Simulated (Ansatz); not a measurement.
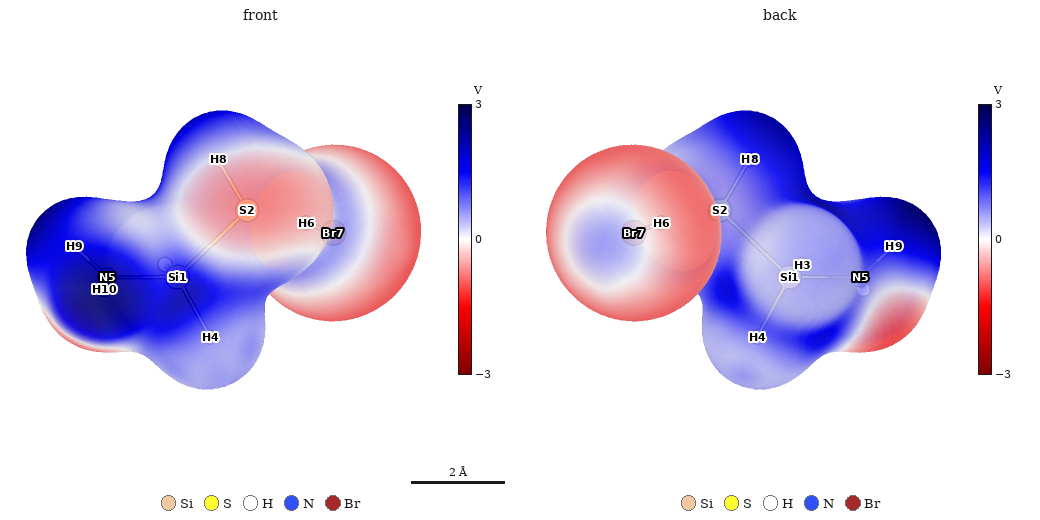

The picture shows: H$_{5}$NSSi···HBr. The molecular electrostatic potential painted on the density surface at 0.004 e/bohr³, seen from the front and from behind; the colour scale runs from red (negative) to blue (positive).

Computed with RKS PBE0/def2-SVP in Ansatz.

```xyz
10

Si   -0.0984   -0.6134   -0.2317
S     1.1620    0.8389    0.8074
H    -1.2314    0.1289   -0.8478
H     0.8588   -1.1764   -1.2209
N    -0.7720   -1.8839    0.7073
H     1.0078    2.3689   -0.9785
Br    0.7142    3.2162   -2.1126
H     0.1536    1.4317    1.4844
H    -1.6149   -1.7284    1.2491
H    -0.1798   -2.5823    1.1433
```

Question: Where is the surface potential most negative and most positive?

Answer: The most negative region (about −1.0 V) lies over N5, the most positive (about +2.6 V) over H9 and H10. Br7 shows a σ-hole: about +0.6 V at the tip opposite its bond, against about −0.9 V on its flanks. N5 is the likeliest acceptor of a hydrogen bond.
